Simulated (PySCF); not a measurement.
# doublet OH at 6 levels

Aim: a comparison of 6 runs (UHF/STO-3G, U-r2SCAN/aug-cc-pVTZ, U-wB97M-V/aug-cc-pVTZ, UM06-L/aug-cc-pVTZ, UPBE/aug-cc-pVTZ, UCCSD(T)/aug-cc-pVTZ) of doublet OH. Input form: a Python script.

The results are computed with PySCF 2.14.0.

3 further runs of the same task are left out: 3 set aside as unsound or not needed.

### 1 Starting point

The species is OH (2 atoms), meant as a doublet with charge 0. As SMILES of the parent species, `[OH-]`. The shape is that of a PBE0-D4/def2-TZVPD optimisation. That shape belongs to the parent species and isn't relaxed for this state.

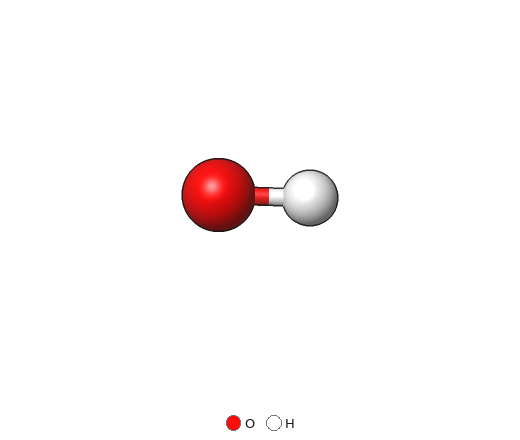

Viewed from a chosen angle; oxygen red, hydrogen white.

### 2 The energy at UHF/STO-3G (run 1)

Contents of run.py:

```python
from pyscf import gto, scf

mol = gto.M(
    atom='''
O      0.778189    -0.249066     0.401567
H     -0.778189     0.249066    -0.401567
''',
    unit='bohr',
    verbose=4,
    basis='sto-3g',
    max_memory=1860,
    spin=1,
)

mf = scf.UHF(mol)
mf.conv_tol = 1e-10
mf.kernel()
if not mf.converged:
    mf = mf.newton().run(mf.mo_coeff, mf.mo_occ)

e_final = mf.e_tot
print('E(%s) = %.9f' % ('HF', e_final))
```

On the command line:

```sh
$ OMP_NUM_THREADS=1 python run.py
```

What it wrote:

```text
PySCF version 2.14.0

[INPUT] num. atoms = 2
[INPUT] num. electrons = 9
[INPUT] charge = 0
[INPUT] spin (= nelec alpha-beta = 2S) = 1
[INPUT] symmetry False subgroup None
[INPUT] Mole.unit = bohr
[INPUT] Symbol           X                Y                Z      unit          X                Y                Z       unit  Magmom
[INPUT]  1 O      0.411799884589  -0.131800051215   0.212500105058 AA    0.778189000000  -0.249066000000   0.401567000000 Bohr   0.0
[INPUT]  2 H     -0.411799884589   0.131800051215  -0.212500105058 AA   -0.778189000000   0.249066000000  -0.401567000000 Bohr   0.0

nuclear repulsion = 4.39356739121842
number of shells = 4
number of NR pGTOs = 18
number of NR cGTOs = 6
basis = sto-3g
ecp = {}

[... 19 lines left out ...]
WARN: beta  nocc = 4  HOMO -0.337037047817617 >= LUMO -0.337037047817614
[... 34 lines left out ...]
converged SCF energy = -74.3619339418457  <S^2> = 0.75313518  2S+1 = 2.0031327
E(HF) = -74.361933942
```

Wall time 0.69 s (1 thread of Arm Neoverse V1, shared host); peak memory 0.1 GiB.

### 3 A single-point energy at U-r2SCAN/aug-cc-pVTZ (run 2)

Contents of mol.xyz:

```xyz
2

O      0.411800    -0.131800     0.212500
H     -0.411800     0.131800    -0.212500
```

Contents of job.py:

```python
from pyscf import gto, dft

system = gto.M(
    atom='mol.xyz',
    max_memory=1860,
    charge=0,
    basis='aug-cc-pvtz',
    spin=1,
    verbose=3,
)

mf = dft.UKS(system)
mf.xc = 'r2scan'
mf.grids.level = 5
mf.conv_tol = 1e-10
mf.kernel()
if not mf.converged:
    mf = mf.newton().run(mf.mo_coeff, mf.mo_occ)

etot = mf.e_tot
print('E(%s) = %.9f' % ('R2SCAN', etot))
```

On the command line:

```sh
$ OMP_NUM_THREADS=1 python job.py
```

What it wrote:

```text
WARN: HOMO -0.379981633821832 >= LUMO -0.379981633821833

converged SCF energy = -75.7292846167513  <S^2> = 0.75394236  2S+1 = 2.0039385
E(R2SCAN) = -75.729284617
```

Run time: 11 s. Hardware: 1 thread of Arm Neoverse V1, shared host; peak memory 0.36 GiB.

Runs 3 to 5 aren't shown in full; the table further down has their settings and results.

### 4 A single-point energy at UCCSD(T)/aug-cc-pVTZ (run 6)

Contents of job.py:

```python
from pyscf import gto, cc

mol = gto.Mole()
mol.atom = 'O 0.411800 -0.131800 0.212500; H -0.411800 0.131800 -0.212500'
mol.basis = 'aug-cc-pvtz'
mol.verbose = 4
mol.spin = 1
mol.max_memory = 1860
mol.build()

myscf = mol.UHF()
myscf.conv_tol = 1e-10
myscf.kernel()
if not myscf.converged:
    myscf = myscf.newton().run(myscf.mo_coeff, myscf.mo_occ)

mycc = cc.CCSD(myscf, frozen=1)
mycc.kernel()
e_t = mycc.ccsd_t()
e_tot = mycc.e_tot + e_t
print('E = %.10f Eh' % e_tot)
```

On the command line:

```sh
$ OMP_NUM_THREADS=1 python job.py
```

What it wrote:

```text
PySCF version 2.14.0

[INPUT] num. atoms = 2
[INPUT] num. electrons = 9
[INPUT] charge = 0
[INPUT] spin (= nelec alpha-beta = 2S) = 1
[INPUT] symmetry False subgroup None
[INPUT] Mole.unit = angstrom
[INPUT] Symbol           X                Y                Z      unit          X                Y                Z       unit  Magmom
[INPUT]  1 O      0.411800000000  -0.131800000000   0.212500000000 AA    0.778189218096  -0.249065903218   0.401566801470 Bohr   0.0
[INPUT]  2 H     -0.411800000000   0.131800000000  -0.212500000000 AA   -0.778189218096   0.249065903218  -0.401566801470 Bohr   0.0

nuclear repulsion = 4.39356704194782
number of shells = 22
number of NR pGTOs = 83
number of NR cGTOs = 69
basis = aug-cc-pvtz
ecp = {}

[... 19 lines left out ...]
WARN: beta  nocc = 4  HOMO -0.434069246350306 >= LUMO -0.434069246350285
[... 46 lines left out ...]
converged SCF energy = -75.4218250773273  <S^2> = 0.75700094  2S+1 = 2.0069887
[... 12 lines left out ...]
Init t2, MP2 energy = -0.204479936143191
[... 13 lines left out ...]
UCCSD converged
[... 2 lines left out ...]
E = -75.6455005791 Eh
```

Run time: 15 s. Hardware: 1 thread of Arm Neoverse V1, shared host; peak memory 1.1 GiB.

### 5 All runs side by side

```tsv
run	level	integration grid	nlc grid	energy (Eh)	dipole moment (D) of the reference	HOMO energy (eV)	LUMO energy (eV)	wall time
1	UHF/STO-3G	–	–	-74.361934	1.29	-10.29	9.79	0.69 s
2	U-r2SCAN/aug-cc-pVTZ	5	–	-75.729285	1.63	-7.75	-5.41	11 s
3	U-wB97M-V/aug-cc-pVTZ	5	1	-75.740293	1.65	-11.79	-2.10	16 s
4	UM06-L/aug-cc-pVTZ	5	–	-75.750116	1.61	-7.56	-5.27	20 s
5	UPBE/aug-cc-pVTZ	5	–	-75.682199	1.59	-7.39	-6.47	5.7 s
6	UCCSD(T)/aug-cc-pVTZ	–	–	-75.645501	1.76	-13.99	0.81	15 s
```

### 6 Results

| quantity | value |
| --- | --- |
| run 6: total energy | -75.64550 Eh |
| run 6: dipole moment (Hartree–Fock density) | 1.76 D |
| run 6: HOMO energy (Hartree–Fock orbitals) (highest over α and β) | -13.99 eV |
| run 6: LUMO energy (Hartree–Fock orbitals) (lowest over α and β) | 0.81 eV |
| run 6: correlation energy (1 core orbital frozen) | -223.7 mEh |
| run 6: (T) correction | -5.85 mEh |
| run 6: ⟨S²⟩ of the reference determinant | 0.757 |
| run 6: T1 diagnostic | 0.010 |

What this shows: Over runs 1, 2, 3, 4, 5 the dipole moment (its size) runs from 1.29 D (UHF/STO-3G) to 1.65 D (U-wB97M-V/aug-cc-pVTZ). The two ends differ in method and basis. Totals of different functionals can't be ranked against each other. In run 1 the basis is minimal, so the values are rough. All runs together took 68 s, the longest 20 s.
